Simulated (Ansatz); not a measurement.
## ZrICl$_{3}$: single-point calculation

ZrICl$_{3}$, computed with RKS B2PLYP (frozen core)/def2-TZVPP (Ansatz 0.2.0).

The geometry comes from this level: PBE0-D4/def2-TZVP.

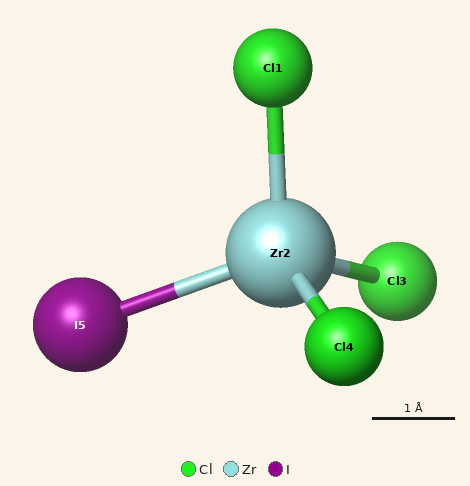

Fig. 1: The input geometry (ball-and-stick view, seen at a tilt; atoms are numbered from 1 in the order of the input). Sticks mark near contacts. Bond lengths as drawn: Cl–Zr 2.31 Å and I–Zr 2.68 Å.

Summary:

- outcome: converged
- total energy: −46942.1518 eV
- mean-field energy: −46929.7101 eV
- SCF solution under orbital rotations: stable
- hardware: 4 threads of AMD EPYC, 54 GiB of memory available, shared host
- wall time: 3.2 s (CPU time 12 s)
- peak memory: 0.72 GiB

The input:
```yaml
crystal:
  periodic: [false, false, false]
  atoms:
    - {symbol: Cl, position_ang: [-0.773080, -0.297825, 2.178005]}
    - {symbol: Zr, position_ang: [0.004747, -0.087763, 0.009481]}
    - {symbol: Cl, position_ang: [2.091485, -1.071486, -0.162040]}
    - {symbol: Cl, position_ang: [-1.463309, -1.130366, -1.442934]}
    - {symbol: I, position_ang: [0.189958, 2.513842, -0.623912]}
basis:
  gaussian: {orbitals: def2-TZVPP}
hamiltonian: {xc: {name: B2PLYP}}
```

Command:
```bash
ansatz run in.yaml --threads 4 --pin off --events-out ev --progress --plain --max-ram 10444MiB
```

The program's output:
```
Functional definition: B2PLYP
  name "B2PLYP"
  cite "Grimme, J. Chem. Phys. 124, 034108 (2006) doi:10.1063/1.2148954"
  cite "Becke, Phys. Rev. A 38, 3098 (1988) doi:10.1103/PhysRevA.38.3098"
  cite "Lee, Yang & Parr, Phys. Rev. B 37, 785 (1988) doi:10.1103/PhysRevB.37.785"
  parameter a = 0.53
  parameter c = 0.27
  exchange = (1 - a)*b88_x + a*exact_x
  correlation = (1 - c)*lyp_c + c*(mp2_os + mp2_ss)
1611 factors; integrals over basis functions are off by at most 8.1e-4 eV
mean field evaluation 1: about -46927.4975 eV, gradient 2.7e1 eV
mean field evaluation 2: about -46927.6851 eV, gradient 2.7e1 eV
mean field evaluation 4: about -46929.6549 eV, gradient 5.3e0 eV
mean field evaluation 8: about -46929.7088 eV, gradient 3.9e-1 eV
mean field evaluation 16: about -46929.7099 eV, gradient 1.9e-4 eV
mean field -46929.70990039 eV, -1724.6350287394 hartree, gradient 4.4e-6 eV, S^2 0.000000; 0 other end points of the search recorded, 0 dependent functions left out
19 core orbitals not correlated: weight in the atoms' cores, before any rotation towards them, 1.000 or more for the frozen orbitals, at most 0.000 for the correlated occupied ones
reference -46929.71008541 eV, -1724.6350355390 hartree; 25, 25 occupied and 188, 188 virtual orbitals, 1611 factors
second order -46.08037389 eV of doubles, -0.00000000 eV of singles
Total energy: -46942.15178636 eV, -1725.0922596156 hartree
```
